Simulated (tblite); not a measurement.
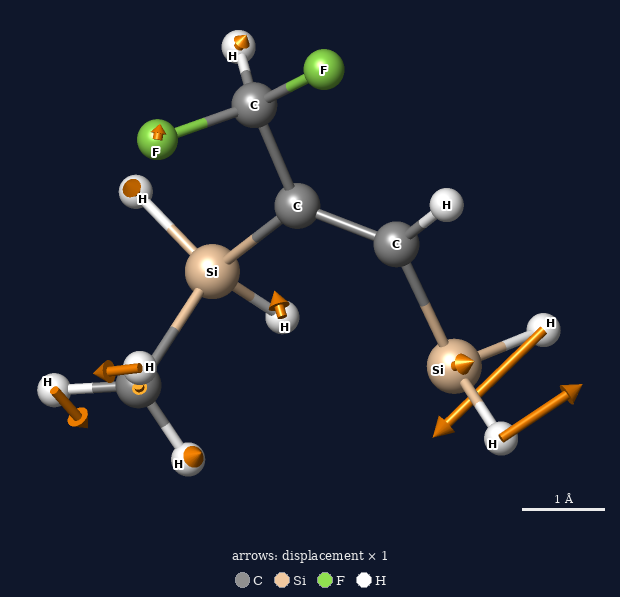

A relaxation of C₄H₉F₂Si₂ (multiplicity 2). The starting structure is drawn; orange arrows show the displacements, at their true length. The two geometries are superimposed by the best rigid fit.

The picture is a ball-and-stick view, seen at a tilt.

The calculation used GFN2-xTB geometry optimisation, gas phase (tblite 0.8.0). 

Atoms of which element are displaced furthest, and by how much?

Hydrogen: up to 1.90 Å, against 0.35 Å for silicon.

Describe the change and its energy.

An H atom moves most after the best rigid fit: 1.90 Å. Largest moves by element: H 1.90 Å, Si 0.35 Å, F 0.20 Å, C 0.18 Å. Near-neighbour distances that change, for instance: Si–Si 3.289 → 3.610 Å, C–H 1.125 → 1.086 Å, H–Si 1.482 → 1.450 Å, C–F 1.402 → 1.370 Å. Among the angles between lasting bonds that change: C–Si–H 107.5° → 125.8°, F–C–H 115.5° → 106.9°, H–Si–H 108.2° → 116.2°. Groups turn about C–Si by about 40°. The energy falls by 0.765 eV in 121 geometry steps.
